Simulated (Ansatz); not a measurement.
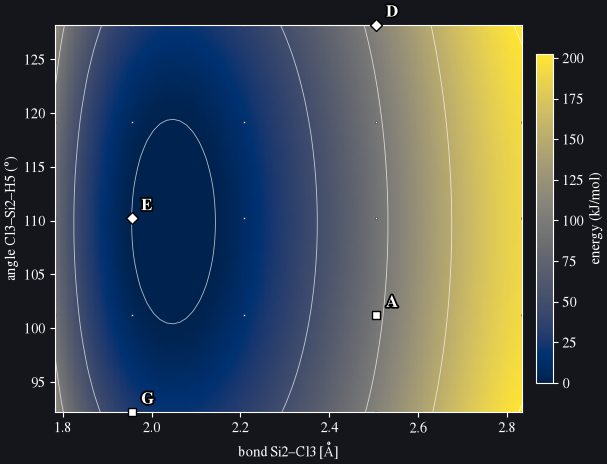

BrClFHSi, SMILES F[SiH](Cl)Br. 
- Two internal coordinates are moved rigidly from the geometry relaxed at PBE0-D4/def2-TZVP, all others fixed.
- Coordinates scanned: (1) bond Si2–Cl3; (2) angle Cl3–Si2–H5.
- Grid: 5 × 5 points.
- Points are written as (first, second).
- All energies are given in kJ/mol relative to the lowest grid point.
- Method: Ansatz, RKS PBE-D4/def2-TZVPP.

In the figure: a smooth colour map with a few white contour lines, dots at the grid points, lettered points. Between grid points the surface is interpolated.

### Is G the lowest point of the computed grid?

No. G lies 29 kJ/mol above the lowest grid point, which is at (1.955 Å, 110.2°).

### What kind of point is each of A, E: minimum, saddle, maximum or slope?

A: on a slope; E: minimum. (In these two coordinates alone; a stationary point may lie a little off the grid point.)

### Rank the lettered points by energy, lowest first.

E (0 kJ/mol), G (29 kJ/mol), A (95 kJ/mol), D (109 kJ/mol).
